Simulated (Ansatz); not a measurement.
Geometry relaxation of TaN₄H₁₀SF (part 1 of 3)

TaN₄H₁₀SF, computed with RKS PBE/def2-SVP (Ansatz 0.2.0).

The input holds or restrains some coordinates. It belongs to a series of runs on one base structure; here: pulled along the bonds that form and break, towards end A. Figures and captions count atoms from 1; the log counts them from 0 in places.

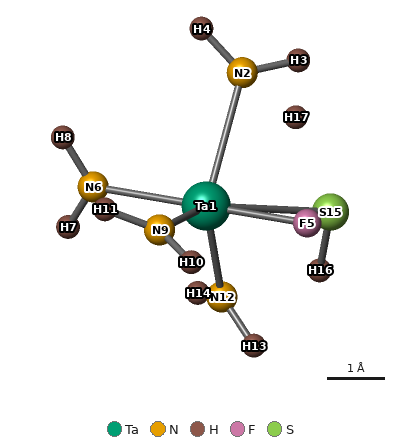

*The structure as given in the input (ball-and-stick view, seen at a tilt; atoms are numbered from 1 in the order of the input). Sticks mark near contacts.*

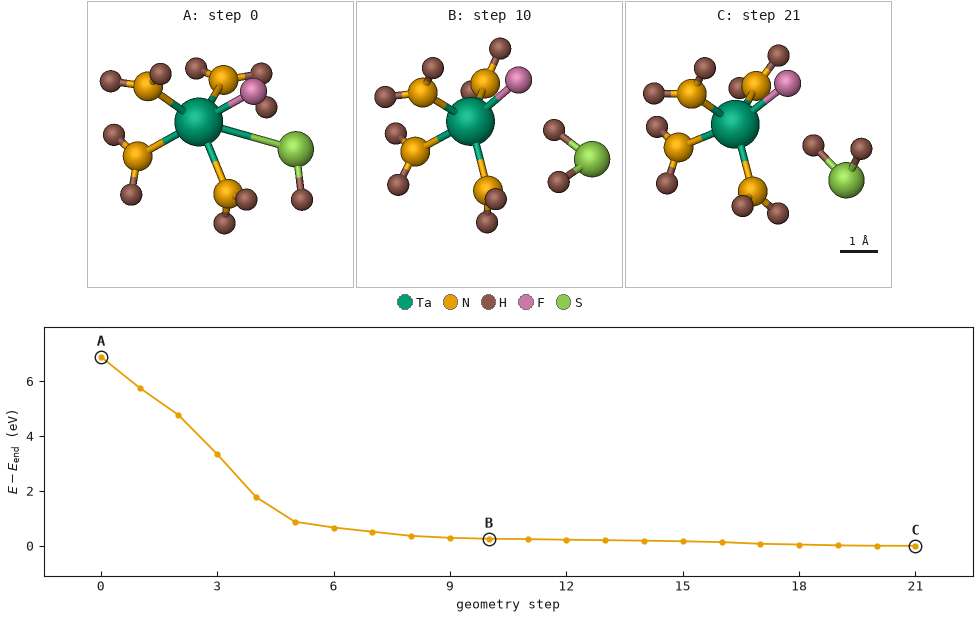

*Frames of the restrained relaxation (ball-and-stick view, seen at a tilt) above the curves, on which the letters mark them (the first geometry is step 0 here and step 1 in the log).*

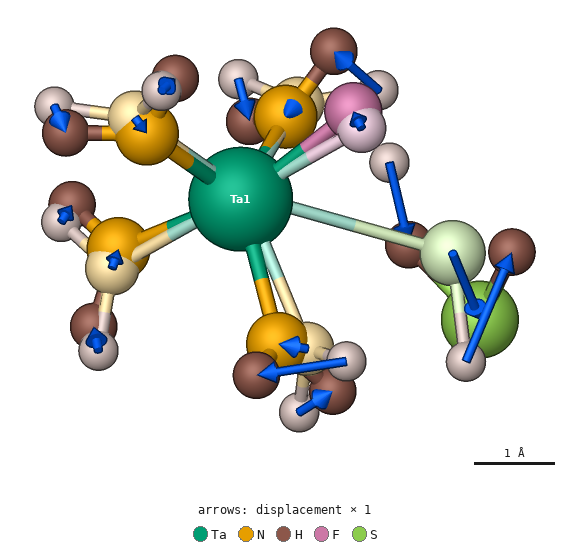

*Start (faint) and end (solid) with the displacements as blue arrows, at true length (ball-and-stick view, seen at a tilt). The two geometries are laid on each other by the best rigid fit.*

After 21 geometry steps the energy has fallen by 6.891 eV. Largest force component: 2.8 eV/Å at the start, 1.1 eV/Å at the end. The largest move after the best rigid fit is that of H16, 1.51 Å. Largest moves by element: H 1.51 Å, S 1.29 Å, N 0.44 Å, F 0.28 Å, Ta 0.08 Å. Distances before and after: Ta1–S15 2.800 → 3.708 Å, S15–H17 1.823 → 1.391 Å, Ta1–N2 2.510 → 2.124 Å, Ta1–N12 2.160 → 1.986 Å. New bonds form: S15–H17 (1.82 → 1.39 Å). Bonds break: Ta1–S15 (2.80 → 3.71 Å). Among the angles that change: F5–Ta1–N6 180.0° → 161.7°, F5–Ta1–N12 90.0° → 103.2°, N9–Ta1–N12 120.0° → 107.7°. (Atoms are counted from 1 in the order of the input.)

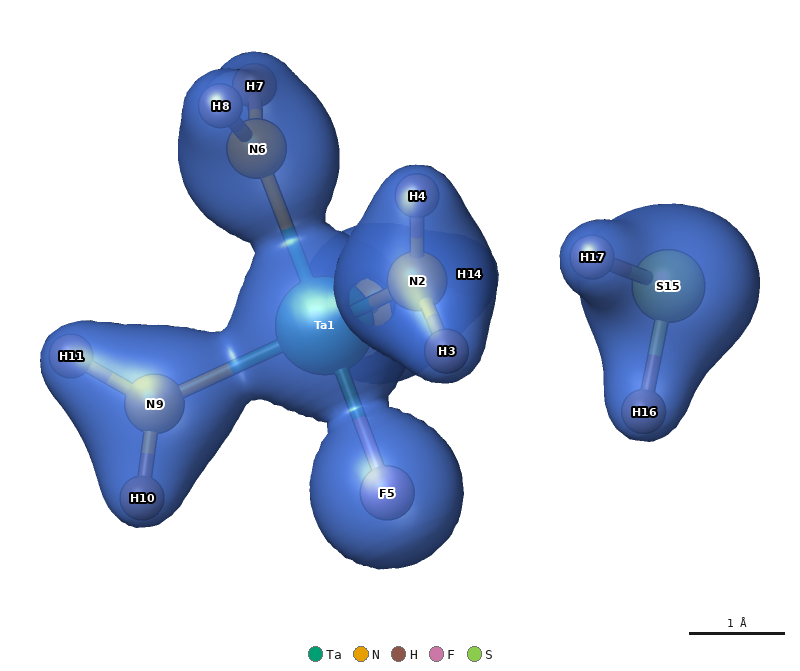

*Isosurface of the total electron density at 0.6 e/Å³ (blue), seen from the side.*

At this value the surface falls into two separate pieces. It is pinched off along the Ta···H (2.98 Å) contacts. On the grid the lowest density along these lines, outside the cores, is 0.08 e/Å³ (Ta···H, 2.98 Å), 0.79 e/Å³ (Ta–F, 1.95 Å), 0.94 e/Å³ (Ta–N, 1.99 Å) and 2.1 e/Å³ (N–H, 1.02 Å).

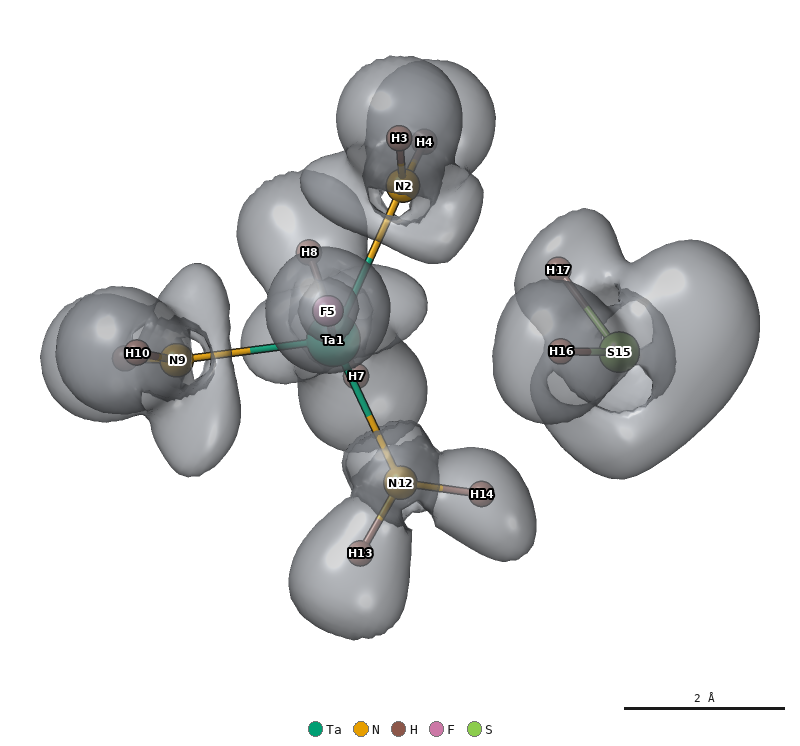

*Isosurface of the ELF at 0.75 (grey), seen at a tilt. Only the valence region is drawn (cores and ρ < 0.01 e/Å³ removed).*

Ta–F (1.95 Å): the ELF peaks at about 0.85 in the valence shell of F, 0.5 Å from its nucleus, and drops to about 0.15 between the two atoms.

These pictures come from the run below.

## Input
```yaml
crystal:
  periodic: [false, false, false]
  atoms:
    - { symbol: Ta, position_ang: [0.0, 0.0, 0.0] }
    - { symbol: "N", position_ang: [2.51, 0.0, 0.0] }
    - { symbol: H, position_ang: [3.04, -0.5118, 0.762] }
    - { symbol: H, position_ang: [3.04, 0.5118, -0.762] }
    - { symbol: F, position_ang: [0.0, 0.0, 1.93] }
    - { symbol: "N", position_ang: [0.0, 0.0, -2.16] }
    - { symbol: H, position_ang: [-0.6116, -0.6845, -2.69] }
    - { symbol: H, position_ang: [0.6116, 0.6845, -2.69] }
    - { symbol: "N", position_ang: [-1.08, 1.8706, 0.0] }
    - { symbol: H, position_ang: [-1.6414, 2.1584, 0.8518] }
    - { symbol: H, position_ang: [-1.0486, 2.5007, -0.8518] }
    - { symbol: "N", position_ang: [-1.08, -1.8706, 0.0] }
    - { symbol: H, position_ang: [-1.8056, -2.0636, 0.7482] }
    - { symbol: H, position_ang: [-0.8844, -2.5955, -0.7482] }
    - { symbol: S, position_ang: [0.8829, -2.249, 1.4151] }
    - { symbol: H, position_ang: [0.0982, -3.3559, 1.0702] }
    - { symbol: H, position_ang: [2.1891, -1.1728, 0.7379] }
basis:
  gaussian: { orbitals: def2-SVP }
hamiltonian:
  xc: pbe
relax:
  f_tol: 0.15
  max_steps: 25
  restrain:
    - { distance: [0, 14], at: 3.7, k: 30.0 }
    - { distance: [16, 1], at: 2.26, k: 30.0 }
    - { distance: [0, 1], at: 2.16, k: 30.0 }
    - { distance: [16, 14], at: 1.4, k: 30.0 }
output:
  orbitals: {}
```

Launch command:
```bash
ansatz run input.yaml --threads 4 --pin off --max-ram 5120MiB --backend cpu --events-out ev --progress --plain --runs-dir out
```

## Output
```
The last accepted step is kept in [file] (removed where the run ends without a failure and the disk answers)
Engine: ansatz 0.2.0, aarch64-unknown-linux-gnu
Functional definition: PBE
  parameter kappa = 0.804
  parameter beta = 0.06672455060314922
  exchange = pbe_x(kappa = kappa, mu = beta*pi^2/3)
  correlation = pbe_c(beta = beta)
1925 factors; their error is unknown
mean field evaluation 1: about -21167.2953 eV, gradient 1.3e2 eV
mean field evaluation 2: about -20851.5085 eV, gradient 3.3e2 eV
mean field evaluation 4: about -21187.6801 eV, gradient 7.1e1 eV
mean field evaluation 8: about -21201.9839 eV, gradient 3.8e0 eV
mean field evaluation 16: about -21201.9220 eV, gradient 3.0e-1 eV
mean field evaluation 32: about -21201.8039 eV, gradient 3.8e0 eV
mean field -21201.92211930 eV, -779.1562667054 hartree, gradient 3.8e-5 eV, S^2 0.000000; 1 other end points of the search recorded, 0 dependent functions left out
the calculation of the forces begins
reference -21201.92218678 eV, -779.1562691851 hartree; 38, 38 occupied and 132, 132 virtual orbitals, 1925 factors
relax step   1: F+E_penalty+E_count = -21201.92211930 eV  Δ(F+E_penalty+E_count) = +0.000e0 eV  max|allowed force component| = 2.753e0 eV/Å  E_restraint = 27.19622067 eV  max|allowed force component, restraints' pulls added| = 3.031e1 eV/Å  Δτ_max = 0.0000 Å  (56 SCF iters, accepted)
  distance Ta 0 - S 14 = 2.8000 Å
  distance H 16 - N 1 = 1.4223 Å
  distance Ta 0 - N 1 = 2.5100 Å
  distance H 16 - S 14 = 1.8229 Å
these checks for a lower state are left out or cut short: starts, cluster_reference, orbital_swaps, neighbouring_geometries, increment
1925 factors; their error is unknown
mean field -21203.05435365 eV, -779.1978755504 hartree, gradient 1.6e-5 eV, S^2 0.000000; 0 other end points of the search recorded, 0 dependent functions left out
[... from here on the field's lines of each further geometry are left out, up to the last ...]
relax step   2: F+E_penalty+E_count = -21203.05435365 eV  Δ(F+E_penalty+E_count) = -1.132e0 eV  max|allowed force component| = 2.808e0 eV/Å  E_restraint = 12.84625785 eV  max|allowed force component, restraints' pulls added| = 2.154e1 eV/Å  Δτ_max = 0.1949 Å  (45 SCF iters, accepted)
relax step   3: F+E_penalty+E_count = -21204.04311003 eV  Δ(F+E_penalty+E_count) = -9.888e-1 eV  max|allowed force component| = 3.555e0 eV/Å  E_restraint = 4.43864928 eV  max|allowed force component, restraints' pulls added| = 1.199e1 eV/Å  Δτ_max = 0.1948 Å  (46 SCF iters, accepted)
relax step   4: F+E_penalty+E_count = -21205.47117458 eV  Δ(F+E_penalty+E_count) = -1.428e0 eV  max|allowed force component| = 3.523e0 eV/Å  E_restraint = 0.78881422 eV  max|allowed force component, restraints' pulls added| = 4.828e0 eV/Å  Δτ_max = 0.1949 Å  (41 SCF iters, accepted)
relax step   5: F+E_penalty+E_count = -21207.03340799 eV  Δ(F+E_penalty+E_count) = -1.562e0 eV  max|allowed force component| = 1.803e0 eV/Å  E_restraint = 0.05119393 eV  max|allowed force component, restraints' pulls added| = 1.860e0 eV/Å  Δτ_max = 0.1948 Å  (40 SCF iters, accepted)
relax step   6: F+E_penalty+E_count = -21207.93402862 eV  Δ(F+E_penalty+E_count) = -9.006e-1 eV  max|allowed force component| = 1.553e0 eV/Å  E_restraint = 0.02521414 eV  max|allowed force component, restraints' pulls added| = 1.641e0 eV/Å  Δτ_max = 0.1937 Å  (36 SCF iters, accepted)
relax step   7: F+E_penalty+E_count = -21208.14509050 eV  Δ(F+E_penalty+E_count) = -2.111e-1 eV  max|allowed force component| = 1.509e0 eV/Å  E_restraint = 0.02341770 eV  max|allowed force component, restraints' pulls added| = 1.268e0 eV/Å  Δτ_max = 0.2000 Å  (38 SCF iters, accepted)
relax step   8: F+E_penalty+E_count = -21208.29916336 eV  Δ(F+E_penalty+E_count) = -1.541e-1 eV  max|allowed force component| = 1.107e0 eV/Å  E_restraint = 0.02958696 eV  max|allowed force component, restraints' pulls added| = 1.029e0 eV/Å  Δτ_max = 0.1979 Å  (38 SCF iters, accepted)
relax step   9: F+E_penalty+E_count = -21208.44978471 eV  Δ(F+E_penalty+E_count) = -1.506e-1 eV  max|allowed force component| = 1.194e0 eV/Å  E_restraint = 0.03269109 eV  max|allowed force component, restraints' pulls added| = 4.223e-1 eV/Å  Δτ_max = 0.2000 Å  (38 SCF iters, accepted)
relax step  10: F+E_penalty+E_count = -21208.52079470 eV  Δ(F+E_penalty+E_count) = -7.101e-2 eV  max|allowed force component| = 1.287e0 eV/Å  E_restraint = 0.03445119 eV  max|allowed force component, restraints' pulls added| = 3.092e-1 eV/Å  Δτ_max = 0.2000 Å  (37 SCF iters, accepted)
relax step  11: F+E_penalty+E_count = -21208.55576401 eV  Δ(F+E_penalty+E_count) = -3.497e-2 eV  max|allowed force component| = 1.315e0 eV/Å  E_restraint = 0.03458166 eV  max|allowed force component, restraints' pulls added| = 2.212e-1 eV/Å  Δτ_max = 0.1996 Å  (38 SCF iters, accepted)
relax step  12: F+E_penalty+E_count = -21208.56722160 eV  Δ(F+E_penalty+E_count) = -1.146e-2 eV  max|allowed force component| = 1.249e0 eV/Å  E_restraint = 0.03484657 eV  max|allowed force component, restraints' pulls added| = 6.591e-1 eV/Å  Δτ_max = 0.1803 Å  (38 SCF iters, accepted)
relax step  13: F+E_penalty+E_count = -21208.59101443 eV  Δ(F+E_penalty+E_count) = -2.379e-2 eV  max|allowed force component| = 1.193e0 eV/Å  E_restraint = 0.03354322 eV  max|allowed force component, restraints' pulls added| = 3.920e-1 eV/Å  Δτ_max = 0.1222 Å  (31 SCF iters, accepted)
relax step  14: F+E_penalty+E_count = -21208.60667568 eV  Δ(F+E_penalty+E_count) = -1.566e-2 eV  max|allowed force component| = 1.195e0 eV/Å  E_restraint = 0.03312692 eV  max|allowed force component, restraints' pulls added| = 4.720e-1 eV/Å  Δτ_max = 0.1050 Å  (32 SCF iters, accepted)
relax step  15: F+E_penalty+E_count = -21208.62486011 eV  Δ(F+E_penalty+E_count) = -1.818e-2 eV  max|allowed force component| = 1.207e0 eV/Å  E_restraint = 0.03315784 eV  max|allowed force component, restraints' pulls added| = 7.118e-1 eV/Å  Δτ_max = 0.1064 Å  (33 SCF iters, accepted)
relax step  16: F+E_penalty+E_count = -21208.64746995 eV  Δ(F+E_penalty+E_count) = -2.261e-2 eV  max|allowed force component| = 1.210e0 eV/Å  E_restraint = 0.03268805 eV  max|allowed force component, restraints' pulls added| = 8.033e-1 eV/Å  Δτ_max = 0.1271 Å  (33 SCF iters, accepted)
relax step  17: F+E_penalty+E_count = -21208.67782373 eV  Δ(F+E_penalty+E_count) = -3.035e-2 eV  max|allowed force component| = 1.191e0 eV/Å  E_restraint = 0.02966492 eV  max|allowed force component, restraints' pulls added| = 9.059e-1 eV/Å  Δτ_max = 0.1733 Å  (32 SCF iters, accepted)
relax step  18: F+E_penalty+E_count = -21208.73839237 eV  Δ(F+E_penalty+E_count) = -6.057e-2 eV  max|allowed force component| = 1.198e0 eV/Å  E_restraint = 0.02970260 eV  max|allowed force component, restraints' pulls added| = 4.155e-1 eV/Å  Δτ_max = 0.2000 Å  (37 SCF iters, accepted)
relax step  19: F+E_penalty+E_count = -21208.76526827 eV  Δ(F+E_penalty+E_count) = -2.688e-2 eV  max|allowed force component| = 1.211e0 eV/Å  E_restraint = 0.02800717 eV  max|allowed force component, restraints' pulls added| = 3.865e-1 eV/Å  Δτ_max = 0.2000 Å  (32 SCF iters, accepted)
relax step  20: F+E_penalty+E_count = -21208.79569405 eV  Δ(F+E_penalty+E_count) = -3.043e-2 eV  max|allowed force component| = 1.127e0 eV/Å  E_restraint = 0.02657454 eV  max|allowed force component, restraints' pulls added| = 3.466e-1 eV/Å  Δτ_max = 0.1949 Å  (32 SCF iters, accepted)
relax step  21: F+E_penalty+E_count = -21208.81032910 eV  Δ(F+E_penalty+E_count) = -1.464e-2 eV  max|allowed force component| = 1.092e0 eV/Å  E_restraint = 0.02394757 eV  max|allowed force component, restraints' pulls added| = 4.174e-1 eV/Å  Δτ_max = 0.1939 Å  (32 SCF iters, accepted)
the calculation of the forces begins
reference -21208.81321643 eV, -779.4095098538 hartree; 38, 38 occupied and 132, 132 virtual orbitals, 1925 factors
```
